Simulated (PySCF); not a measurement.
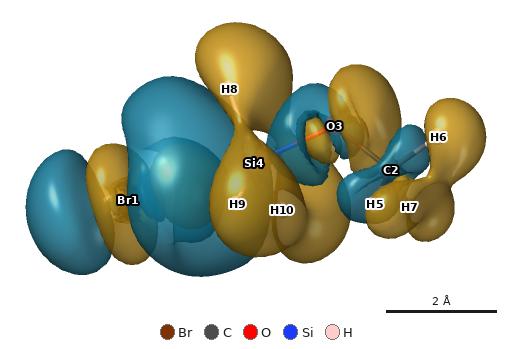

Figure. CH6BrOSi, charge −1, SMILES `[Br-].CO[SiH3]`. Density of the complex less the densities of the two fragments at the same geometry, ±0.006 e/Å³ (yellow: gain, teal: loss). Fragment A: Br(−1) (atom 1); fragment B: SiH6CO.

Method: PBE/aug-cc-pVDZ; geometry: GFN2-xTB; program: PySCF. GFN2-xTB bond lengths at metals and heavier atoms can be off by up to 0.1 Å and shapes distorted, which carries into these values.

Input

```python
import numpy as np
from pyscf import gto, scf, dft
from pyscf.scf import atom_ks, atom_hf
from scipy.linalg import block_diag
from pyscf.dispersion import dftd3

def solve(mol, dm0=None, hcore=None):
    mf = (dft.UKS if mol.spin else dft.RKS)(mol, xc='pbe')
    mf.grids.level = 3
    mf = mf.density_fit(auxbasis='def2-universal-jkfit')
    mf.conv_tol, mf.max_cycle = 1e-8, 80
    if hcore is not None:
        mf.get_hcore = lambda *args: hcore
    mf.kernel(dm0)
    if not mf.converged:
        mf = mf.newton().run(mf.mo_coeff, mf.mo_occ, max_cycle=30)
    assert mf.converged, 'SCF not converged'
    return mf

mol = gto.M(atom='''
Br    -1.77591    -0.06183     0.00072
C      3.33039    -0.44326     0.00062
O      2.39441     0.54970     0.00383
Si     0.73847     0.16525    -0.00305
H      3.21227    -1.11102     0.86867
H      4.33674    -0.00877     0.03282
H      3.25091    -1.06953    -0.90223
H      0.48047     1.59992     0.00666
H      0.70151    -0.66187     1.21503
H      0.69883    -0.63613    -1.23774
''', basis='aug-cc-pvdz', charge=-1, spin=0, verbose=4)
mol_a = gto.M(atom='''
Br    -1.77591    -0.06183     0.00072
ghost-C      3.33039    -0.44326     0.00062
ghost-O      2.39441     0.54970     0.00383
ghost-Si     0.73847     0.16525    -0.00305
ghost-H      3.21227    -1.11102     0.86867
ghost-H      4.33674    -0.00877     0.03282
ghost-H      3.25091    -1.06953    -0.90223
ghost-H      0.48047     1.59992     0.00666
ghost-H      0.70151    -0.66187     1.21503
ghost-H      0.69883    -0.63613    -1.23774
''', basis='aug-cc-pvdz', charge=-1, spin=0, verbose=4)
mol_b = gto.M(atom='''
ghost-Br    -1.77591    -0.06183     0.00072
C      3.33039    -0.44326     0.00062
O      2.39441     0.54970     0.00383
Si     0.73847     0.16525    -0.00305
H      3.21227    -1.11102     0.86867
H      4.33674    -0.00877     0.03282
H      3.25091    -1.06953    -0.90223
H      0.48047     1.59992     0.00666
H      0.70151    -0.66187     1.21503
H      0.69883    -0.63613    -1.23774
''', basis='aug-cc-pvdz', charge=0, spin=0, verbose=4)
ab, a, b = solve(mol), solve(mol_a), solve(mol_b)
e_int = ab.e_tot - a.e_tot - b.e_tot
print('counterpoise-corrected interaction energy / kcal/mol', e_int * 627.5095)
def disp(atoms, charge):
    m = gto.M(atom=atoms, charge=charge, basis='sto-3g', spin=None, unit='Bohr', verbose=0)
    return dftd3.DFTD3Dispersion(m, xc='pbe', version='d3bj').get_dispersion()['energy']
e_disp = disp(mol._atom, mol.charge) - disp(mol._atom[:1], mol_a.charge) - disp(mol._atom[1:], mol_b.charge)
print('D3(BJ) part / kcal/mol', e_disp * 627.5095)
# spherically averaged free atoms, for the promolecule
atm = atom_ks.get_atm_nrks(mol, xc='pbe')
pro = block_diag(*[(atm[a[0]][2] * atm[a[0]][3]) @ atm[a[0]][2].T for a in mol._atom])
np.savez('result.npz', e_int=e_int, e_disp=e_disp, dm_a=a.make_rdm1(), dm_b=b.make_rdm1(), c=ab.mo_coeff, occ=ab.mo_occ, eps=ab.mo_energy, pro=pro, d=[f.dip_moment(verbose=0) for f in (ab, a, b)])
```

Run with:

```sh
OMP_NUM_THREADS=1 python input.py
```

The run took 69 s on 1 thread of Arm Neoverse V2, with other jobs on the host, peak memory 0.59 GiB.

Partitions, critical points and surface values were worked out afterwards from this run's density.

Question: How is the density rearranged on binding?

Answer: Hirshfeld charges show 0.157 e passing from A to B. By Hirshfeld charges, electrons gather most on H8 (−0.035 e) and leave Br1 most (+0.157 e); 0.52 e is displaced in all.

Question: What is the interaction energy, and which contacts carry it?

Answer: The counterpoise-corrected interaction energy of the frozen fragments is −20.2 kcal/mol without dispersion correction and −21.7 kcal/mol with D3(BJ). The pair geometry is semi-empirical, not a minimum at this level. Contacts: Br1···Si4, 2.52 Å, ρ = 0.050 a.u. The pose is a local one from a semi-empirical search, not shown to be the most stable.
